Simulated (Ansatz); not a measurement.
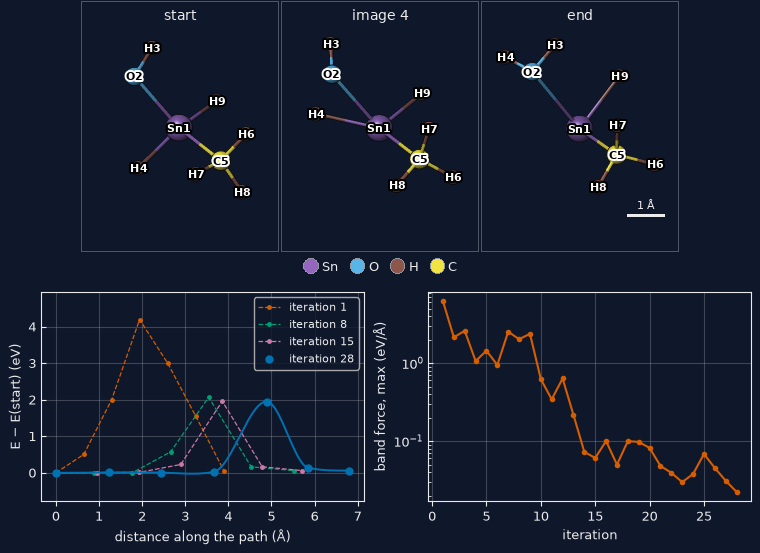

A search for the minimum-energy path of CH₆OSn by the nudged elastic band. Images are numbered from 0 (start) to 6 (end). The plot follows the band through its iterations. Style: ball-and-stick. Shown from a free direction.

Level of theory: Ansatz 0.2.0, RKS B3LYP-D4/def2-SVP. Run with 5 movable images; climbing image; force threshold 0.03 eV/Å; iteration limit 60; starting path through a guess of the saddle point.

### Judge this run.

The result is final at these settings. The band converged in 28 iterations. The largest component of the band force went from 6.2 to 0.022 eV/Å. The climbing image converged on the top of the path. Its vibrational analysis gives one imaginary mode (1229i cm⁻¹), as a transition state must have. The first iteration put the highest image at 4.20 eV. The highest point, image 4, lies 1.95 eV above the start and 1.89 eV above the end; the end is at +0.06 eV relative to the start.

The run took 2.7 min on 2 threads of Intel(R) Xeon(R) 6975P-C (Granite Rapids) (shared host), peak memory 0.19 GiB.
